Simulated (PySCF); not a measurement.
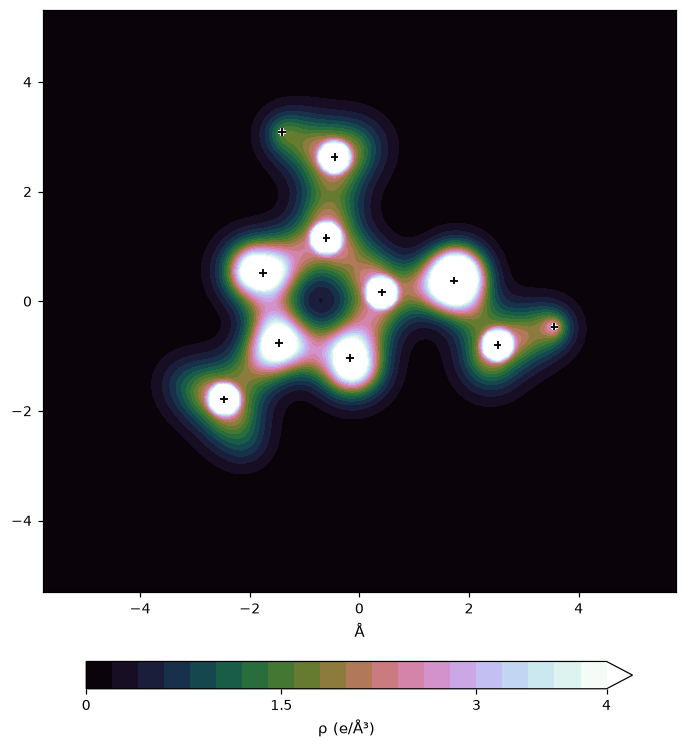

The total electron density on a plane through atoms (crosses mark nuclei in the plane).

Theory: PBE0/pcSseg-1, SCF density, gas phase, non-relativistic (PySCF).

Candidates:
A. C4H10N2 (SMILES NN1CCCC1)
B. C5H9N3O (SMILES COc1nn(C)nc1C)
C. C3H9PSi

Question: Which system is this?

Answer: Candidate B: C5H9N3O on the plane of atoms C3, C8 and C9, which holds C, O, N and H. N–N (1.31 Å): the density is about 2.7 e/Å³ at the midpoint. C–N (1.33 Å): ρ at the midpoint is about 2.5 e/Å³.
